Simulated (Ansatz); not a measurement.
Process, species as SMILES: C=[SiH2] (CH2-SiH2) → C atom + 4 H atom + Si atom
B3LYP-D3(BJ)/def2-TZVP geometries, fixed; electronic energies without zero-point terms.

Basis-set convergence of the atomisation energy at CCSD(T) with Ansatz (a first-principles code). Cartesian d functions, on some or all atoms, in 6-31+G*, 6-31G**, 6-311+G**; all else is spherical. Cores are frozen. A restricted Hartree-Fock determinant is unstable towards unrestricted orbitals. Open shells are unrestricted. No added dispersion term, no relativity. Functions are those of the species that has most. Reference: Hartree-Fock in cc-pV(Q+d)Z plus the correlation part extrapolated as X^-3 from cc-pV(T+d)Z and cc-pV(Q+d)Z, 461.46 kcal/mol, itself unsure by roughly 1.94 kcal/mol (a third of the extrapolation step and of the last Hartree-Fock step). Deviations are taken from unrounded values.

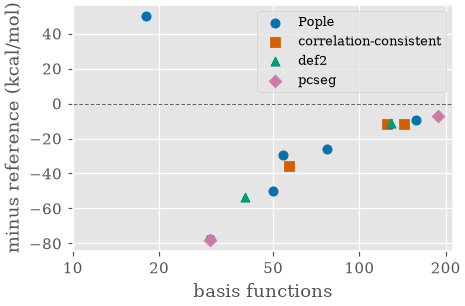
Fig. 1. Deviation from the reference against the number of basis functions, by family of sets.

```csv
basis,functions,atomisation energy (kcal/mol),minus reference (kcal/mol)
STO-3G,18,511.67,50.21
6-31G,30,384.02,-77.44
pcseg-0,30,383.58,-77.87
def2-SV(P),40,408.16,-53.29
6-31+G*,50,411.35,-50.10
6-31G**,54,432.20,-29.25
cc-pV(D+d)Z,57,425.90,-35.56
6-311+G**,77,435.68,-25.77
cc-pV(T+d)Z,125,449.56,-11.90
def2-TZVPP,129,450.61,-10.85
jun-cc-pV(T+d)Z,143,449.99,-11.46
"6-311++G(3df,3pd)",158,452.14,-9.32
aug-pcseg-2,188,454.60,-6.86
```
